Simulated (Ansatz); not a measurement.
System: KPd₂Se₂I.

```
CELL_PARAMETERS angstrom
5.54830 0.00000 0.00000
0.00000 19.25901 0.00000
0.00000 0.00000 3.68598
ATOMIC_POSITIONS crystal
K 0.00000 0.50000 0.00000
K 0.50000 0.00000 0.00000
Pd 0.25000 0.25000 0.50000
Pd 0.75000 0.75000 0.50000
Pd 0.25000 0.75000 0.50000
Pd 0.75000 0.25000 0.50000
Se 0.00000 0.80582 0.00000
Se 0.50000 0.30582 0.00000
Se 0.00000 0.19418 0.00000
Se 0.50000 0.69418 0.00000
I 0.00000 0.00000 0.50000
I 0.50000 0.50000 0.50000
```

Space group Cmmm; a structure from a database of computed crystals, not necessarily the ambient phase; a generated structure, not necessarily the stable one.

The calculation used DFT PBE, scalar-relativistic, plane waves, PAW in Ansatz 0.2.0.

Predict the valence pseudo-density and electron localisation function between the atoms.

K–I (3.33 Å): the density is about 0.12 e/Å³ at the midpoint, with its minimum of 0.1 e/Å³ about 1.5 Å from K; the ELF peaks at about 0.75 in the valence shell of I, 1.3 Å from its nucleus, and drops to about 0.05 between the two atoms: no localised pair shows between them.

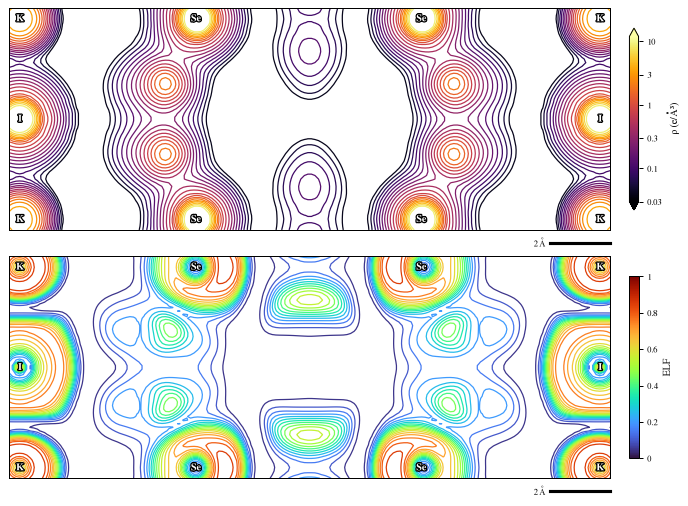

Computed valence pseudo-density and electron localisation function on the (101) plane of the conventional cell, in this order. Atoms just off the plane (Pd, 0.8 Å away) can leave unmarked features too.

Core electrons are frozen (PAW), and the valence fields are smoothed inside the atomic spheres.
